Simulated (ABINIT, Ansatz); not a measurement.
## A GW run on Sr2AlSbO6 (Fm-3m) in ABINIT, with inputs changed

Aim: change inputs of a GW run on Sr2AlSbO6 (Fm-3m) and see what moves.

Program: ABINIT 10.8.3. Level of theory: LDA and many-body steps on it, plane waves. Results are calculated unless marked as measured.

## Step 1: Set-up

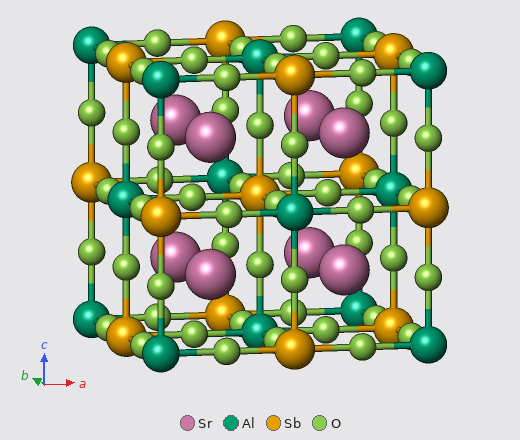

Start, viewed slightly off an axis; strontium pink, aluminium teal, antimony orange, oxygen green. This picture shows the conventional cell, with its axes. Some periodic images of atoms are drawn too.

The cell and positions are those that the Materials Project relaxed with its own functionals (PBE, PBE+U or r2SCAN), kept fixed. Spin-orbit coupling is left out unless a step names it.

## Step 2: Screening, 2×2×2 mesh, 121 bands, screening to 114.3 eV

This step: ABINIT 10.8.3; RPA screening on LDA, plane waves, norm-conserving pseudopotentials.

The RPA dielectric matrix is built and inverted for each q.

Input file run.abi:

```
acell 3*1.0 Angstrom
rprim 
  0.000000000000 3.928638000000 3.928638000000
  3.928638000000 0.000000000000 3.928638000000
  3.928638000000 3.928638000000 0.000000000000
ntypat 4
znucl 38 13 51 8
natom 10
typat 1 1 2 3 4 4 4 4 4 4
xred 
  0.250000000000 0.250000000000 0.250000000000
  0.750000000000 0.750000000000 0.750000000000
  0.000000000000 0.000000000000 0.000000000000
  0.500000000000 0.500000000000 0.500000000000
  0.753917000000 0.246083000000 0.246083000000
  0.246083000000 0.753917000000 0.753917000000
  0.246083000000 0.753917000000 0.246083000000
  0.753917000000 0.246083000000 0.753917000000
  0.246083000000 0.246083000000 0.753917000000
  0.753917000000 0.753917000000 0.246083000000
pp_dirpath "pseudos"
pseudos "Sr.upf, Al.upf, Sb.upf, O.upf"
ecut 42
ngkpt 2 2 2
nshiftk 1
shiftk 0 0 0
kptopt 1
chksymbreak 0
istwfk *1
occopt 1
irdwfk 1
optdriver 3
nband 121
ecuteps 4.2
inclvkb 2
awtr 1
symchi 1
indata_prefix "in"
outdata_prefix "out"
tmpdata_prefix "tmp"
```

The run is started by

```bash
$ OMP_NUM_THREADS=1 mpirun -n 4 abinit run.abi > log
```

Log:

```text
.Version 10.8.3 of ABINIT. v10.8.2 released Aug 2026.

 Symmetries : space group Fm -3 m (#225); Bravais cF (face-center cubic)
[... echo of the input left out ...]
== DATASET  1 ==================================================================
-   mpi_nproc: 4, omp_nthreads: 1 (-1 if OMP is not activated)

--- !DatasetInfo
iteration_state: {dtset: 1, }
dimensions: {natom: 10, nkpt: 3, mband: 121, nsppol: 1, nspinor: 1, nspden: 1, mpw: 10777, }
cutoff_energies: {ecut:  42.0, pawecutdg:  -1.0, }
electrons: {nelect:   8.20000000E+01, charge:   0.00000000E+00, occopt:   1.00000000E+00, tsmear:   1.00000000E-02, }

 SCREENING: Calculation of the susceptibility and dielectric matrices

 Based on a program developped by R.W. Godby, V. Olevano, G. Onida, and L. Reining.
 Incorporated in ABINIT by V. Olevano, G.-M. Rignanese, and M. Torrent.
.Using double precision arithmetic ; gwpc =  8

[... cell and pseudopotentials left out ...]
--------------------------------------------------------------------------------

 ==== K-mesh for the wavefunctions ====
 Number of points in the irreducible wedge :     3
[... list of points left out ...]
 Together with 48 symmetry operations and time-reversal symmetry
 yields     8 points in the full Brillouin Zone.

 ==== Q-mesh for the screening function ====
 Number of points in the irreducible wedge :     3
[... list of points left out ...]
 Together with 48 symmetry operations and time-reversal symmetry
 yields     8 points in the full Brillouin Zone.

 setmesh: FFT mesh size selected  =    40x   40x   40
          total number of points  =        64000

 vcoul_init : cutoff-mode = AUXILIARY_FUNCTION
 q-points for optical limit:   1
     1)      0.000010    0.000020    0.000030

- screening: taking advantage of time-reversal symmetry
- Maximum band index for partially occupied states nbvw = 41
- Remaining bands to be divided among processors   nbcw = 80
- Number of bands treated by each node ~20

 Number of electrons calculated from density =   82.0000; Expected =   82.0000
 average of density, n =  0.100198
 r_s =    1.3356
 omega_plasma =   30.5342 [eV]

 calculating chi0 at frequencies [eV] :
  1    0.000000E+00    0.000000E+00
  2    0.000000E+00    3.053418E+01

--------------------------------------------------------------------------------
  q-point number  1        q = ( 0.000000, 0.000000, 0.000000) [r.l.u.]
--------------------------------------------------------------------------------
[... chi0 elements left out ...]
 For q-point:  0.000010 0.000020 0.000030
  dielectric constant =   4.9119
  dielectric constant without local fields =   5.3297

  Average fulfillment of the sum rule on Im[epsilon] for q-point    1 :     40.50  [%]
[... wings left out ...]
  q-point number  2        q = ( 0.500000, 0.000000, 0.000000) [r.l.u.]
--------------------------------------------------------------------------------
[... chi0 elements left out ...]
  Average fulfillment of the sum rule on Im[epsilon] for q-point    2 :     47.27  [%]

 [... 1 further q-points ...]
```

Elapsed: 76 s, on 4 MPI ranks of Arm Neoverse N1, shared host; peak memory 1.7 GiB; 5 min of CPU time.

This step gave:

```
ε∞ with local fields, on this mesh, along the program's q direction : 4.912
the same without local fields                                       : 5.330
plasma frequency                                                    : 30.53 eV
plane waves in the screening matrix                                 : 331
```

Local fields lower ε∞ by 8 %. On a Γ-centred mesh this coarse the value itself is usually too large, while a short band sum pulls it down.

## Step 3: Base

The self-energy is evaluated for the states that the input lists, and the levels follow from it, in one-shot runs by the linearised quasiparticle equation.

This step: G0W0 on LDA, plane waves, norm-conserving pseudopotentials.

run.abi, as its differences from that of step 2:

```diff
@@ -31,8 +31,15 @@
 irdwfk 1
-optdriver 3
+optdriver 4
 nband 121
+gwcalctyp 0
+ecutsigx 42
+symsigma 1
+nkptgw 1
+kptgw 
+  0.0000000000 0.0000000000 0.0000000000
+bdgw 
+  39 44
 ecuteps 4.2
-inclvkb 2
-awtr 1
-symchi 1
+irdscr 1
+ppmodel 1
 indata_prefix "in"
```

Log:

```text
.Version 10.8.3 of ABINIT. v10.8.2 released Aug 2026.

 Symmetries : space group Fm -3 m (#225); Bravais cF (face-center cubic)
[... echo of the input left out ...]
== DATASET  1 ==================================================================
-   mpi_nproc: 4, omp_nthreads: 1 (-1 if OMP is not activated)

--- !DatasetInfo
iteration_state: {dtset: 1, }
dimensions: {natom: 10, nkpt: 3, mband: 121, nsppol: 1, nspinor: 1, nspden: 1, mpw: 10777, }
cutoff_energies: {ecut:  42.0, pawecutdg:  -1.0, }
electrons: {nelect:   8.20000000E+01, charge:   0.00000000E+00, occopt:   1.00000000E+00, tsmear:   1.00000000E-02, }

 SIGMA: Calculation of the GW corrections

 Based on a program developped by R.W. Godby, V. Olevano, G. Onida, and L. Reining.
 Incorporated in ABINIT by V. Olevano, G.-M. Rignanese, and M. Torrent.
.Using double precision arithmetic ; gwpc =  8

[... cell and pseudopotentials left out ...]
--------------------------------------------------------------------------------

 ==== K-mesh for the wavefunctions ====
 Number of points in the irreducible wedge :     3
[... list of points left out ...]
 Together with 48 symmetry operations and time-reversal symmetry
 yields     8 points in the full Brillouin Zone.

 ==== Q-mesh for screening function ====
 Number of points in the irreducible wedge :     3
[... list of points left out ...]
 Together with 48 symmetry operations and time-reversal symmetry
 yields     8 points in the full Brillouin Zone.

 vcoul_init : cutoff-mode = AUXILIARY_FUNCTION
 q-points for optical limit:   1
     1)      0.000010    0.000020    0.000030
 setmesh: FFT mesh size selected  =    64x   64x   64
          total number of points  =       262144

 Number of electrons calculated from density =   82.0000; Expected =   82.0000
 average of density, n =  0.100198
 r_s =    1.3356
 omega_plasma =   30.5342 [eV]

 === KS Band Gaps ===
  >>>> For spin  1
   Minimum direct gap =   1.7713 [eV], located at k-point      :   0.0000  0.0000  0.0000
   Fundamental gap    =   1.7713 [eV], Top of valence bands at :   0.0000  0.0000  0.0000
                                       Bottom of conduction at :   0.0000  0.0000  0.0000
 SIGMA fundamental parameters:
 PLASMON POLE MODEL  1
 number of plane-waves for SigmaX                10777
 number of plane-waves for SigmaC and W            331
 number of plane-waves for wavefunctions         10777
 number of bands                                   121
 number of independent spin polarizations            1
 number of spinorial components                      1
 number of k-points in IBZ                           3
 number of q-points in IBZ                           3
 number of symmetry operations                      48
 number of k-points in BZ                            8
 number of q-points in BZ                            8
 number of frequencies for dSigma/dE                 9
 frequency step for dSigma/dE [eV]                0.25
 number of omega for Sigma on real axis              0
 max omega for Sigma on real axis  [eV]           0.00
 zcut for avoiding poles [eV]                     0.10

 EPSILON^-1 parameters (SCR file):
 dimension of the eps^-1 matrix on file            331
 dimension of the eps^-1 matrix used               331
 number of plane-waves for wavefunctions         10777
 number of bands                                   121
 number of q-points in IBZ                           3
 number of frequencies                               2
 number of real frequencies                          1
 number of imag frequencies                          1

 matrix elements of self-energy operator (all in [eV])

 Perturbative Calculation

--- !SelfEnergy_ee
iteration_state: {dtset: 1, }
kpoint     : [   0.000,    0.000,    0.000, ]
spin       : 1
KS_gap     :    1.771
QP_gap     :    3.867
Delta_QP_KS:    2.095
data: !SigmaeeData |
     Band     E0 <VxcDFT>   SigX SigC(E0)      Z dSigC/dE  Sig(E)    E-E0       E
       39   6.792 -20.022 -25.195   5.091   0.795  -0.258 -20.088  -0.065   6.726
       40   6.792 -20.022 -25.195   5.091   0.795  -0.258 -20.088  -0.065   6.726
       41   6.792 -20.022 -25.195   5.091   0.795  -0.258 -20.088  -0.065   6.726
       42   8.563 -16.994 -12.134  -2.441   0.839  -0.192 -14.965   2.030  10.593
       43  12.062 -10.970  -5.362  -3.387   0.867  -0.154  -9.045   1.926  13.988
       44  12.062 -10.970  -5.362  -3.387   0.867  -0.154  -9.045   1.926  13.988

== END DATASET(S) ==============================================================
================================================================================

 -outvars: echo values of variables after computation  --------
           etotal      0.0000000000E+00
            nband         121
             nkpt           3
          spgroup         225
 [... the other variables as echoed above ...]

 Calculation completed.
```

Elapsed: 14 s, on 4 MPI ranks; peak memory 1.3 GiB; 54 s of CPU time.

This step gave:

```
G0W0 gap on the points computed              : 3.867 eV
starting gap on the mesh                     : 1.771 eV
k of the valence top                         : 0, 0, 0
k of the conduction bottom                   : 0, 0, 0
Z at the valence top                         : 0.795
Z at the conduction bottom                   : 0.839
least direct G0W0 gap on the computed points : 3.867 eV
```

The gap on the mesh goes from 1.77 eV to 3.87 eV, a correction of +2.10 eV.

## Step 4: Contour deformation on a plasmon-pole file

run.abi, as its differences from that of step 3:

```diff
@@ -33,3 +33,3 @@
 nband 121
-gwcalctyp 0
+gwcalctyp 2
 ecutsigx 42
@@ -43,3 +43,2 @@
 irdscr 1
-ppmodel 1
 indata_prefix "in"
```

Log:

```text
.Version 10.8.3 of ABINIT. v10.8.2 released Aug 2026.

 Symmetries : space group Fm -3 m (#225); Bravais cF (face-center cubic)
================================================================================
 Values of the parameters that define the memory need of the present run
     intxc =       0    ionmov =       0      iscf =       7    lmnmax =       6
     lnmax =       6     mgfft =      64  mpssoang =       3    mqgrid =    3001
     natom =      10  nloc_mem =       1    nspden =       1   nspinor =       1
    nsppol =       1      nsym =      48    n1xccc =    2501    ntypat =       4
    occopt =       1   xclevel =       1
-    mband =         121        mffmem =           1         mkmem =           1
       mpw =       10777          nfft =      262144          nkpt =           3
================================================================================
  Rough estimation (10% accuracy) of disk space for files :
================================================================================

--------------------------------------------------------------------------------
------------- Echo of variables that govern the present computation ------------
--------------------------------------------------------------------------------
 -outvars: echo values of preprocessed input variables --------
            acell      1.8897261259E+00  1.8897261259E+00  1.8897261259E+00 Bohr

             bdgw          39      44
      chksymbreak           0
             ecut      4.20000000E+01 Hartree
          ecuteps      4.20000000E+00 Hartree
         ecutsigx      4.20000000E+01 Hartree
          ecutwfn      4.20000000E+01 Hartree
-          fftalg         312
        gwcalctyp           2
           irdscr           1
           irdwfk           1

[...]
setmesh: FFT mesh size selected  =    64x   64x   64
          total number of points  =       262144

 Number of electrons calculated from density =   82.0000; Expected =   82.0000
 average of density, n =  0.100198
 r_s =    1.3356
 omega_plasma =   30.5342 [eV]

 === KS Band Gaps ===
  >>>> For spin  1
   Minimum direct gap =   1.7713 [eV], located at k-point      :   0.0000  0.0000  0.0000
   Fundamental gap    =   1.7713 [eV], Top of valence bands at :   0.0000  0.0000  0.0000
                                       Bottom of conduction at :   0.0000  0.0000  0.0000
 SIGMA fundamental parameters:
 CONTOUR DEFORMATION
 number of plane-waves for SigmaX                10777
 number of plane-waves for SigmaC and W            331
 number of plane-waves for wavefunctions         10777
 number of bands                                   121
 number of independent spin polarizations            1
 number of spinorial components                      1
 number of k-points in IBZ                           3
 number of q-points in IBZ                           3
 number of symmetry operations                      48
 number of k-points in BZ                            8
 number of q-points in BZ                            8
 number of frequencies for dSigma/dE                 9
 frequency step for dSigma/dE [eV]                0.25
 number of omega for Sigma on real axis              0
 max omega for Sigma on real axis  [eV]           0.00
 zcut for avoiding poles [eV]                     0.10

 EPSILON^-1 parameters (SCR file):
 dimension of the eps^-1 matrix on file            331
 dimension of the eps^-1 matrix used               331
 number of plane-waves for wavefunctions         10777
 number of bands                                   121
 number of q-points in IBZ                           3
 number of frequencies                               2
 number of real frequencies                          1
 number of imag frequencies                          1

 matrix elements of self-energy operator (all in [eV])

 Perturbative Calculation

--- !ERROR
message: |
    Fatal error

--- !ERROR
message: |
    Fatal error

--- from the log ---
Fatal error
```

Elapsed: 8.1 s, on 4 MPI ranks; peak memory 0.9 GiB.

The run stopped with an error after 8.1 s.

The fault put into this input: contour deformation on a plasmon-pole file.

## Step 5: The runs together

Times are wall times on 4 MPI ranks of Arm Neoverse N1, shared host, good to a factor of about two. A run's time includes the screening step that it read.

```tsv
run	mesh	bands	screening cutoff (eV)	DFT gap (eV)	gap on the mesh (eV)	direct (eV)	ε∞ used	time
base	2×2×2	121	114.3	1.771	3.867	3.867	4.91	89 s
```

## Step 6: Outcome

| Quantity | Value |
| --- | --- |
| base | 3.867 eV |
| known limits | not at the basis limit; no spin-orbit coupling; coarse k mesh |

**Reading.** Bands and cutoff are finite, so the gap is not at the basis limit. The miss can reach some tenths of an eV and take either sign; the mesh is an error of its own. In the G0W0 run levels were corrected at 1 k point alone, so a gap called «on the mesh» is the least over those, and an edge elsewhere would be missed. The 2×2×2 mesh is coarse for this cell, which bears on the long-range parts of exchange and screening. The many-body steps are scalar-relativistic: spin-orbit coupling is not in them.

[Paths, hosts, dates, memory and timing lines, banners, echoed tables and standing remarks are left out of the program output.]

[Logs are printed without paths, hosts, clocks, repeated set-up lines and the standing remarks that a program may print on its own settings, such as how far it seeks lower states.]

[Runs of the session that timed out or met a known fault of the program may be left out.]

[Hosts, paths, dates, database ids (printed as entryN), source tags and the programs' standing remarks are cut or masked in the printed files.]

[G0W0 gaps are taken among the corrected bands and points alone; a level outside them can change the order at an edge.]

[Where Ansatz stands beside ABINIT at settings called matched, ABINIT's density can come from a denser mesh and the files from another edition; pairs whose starting gaps differed by over 0.03 eV were left out, so agreement reads better than it is.]
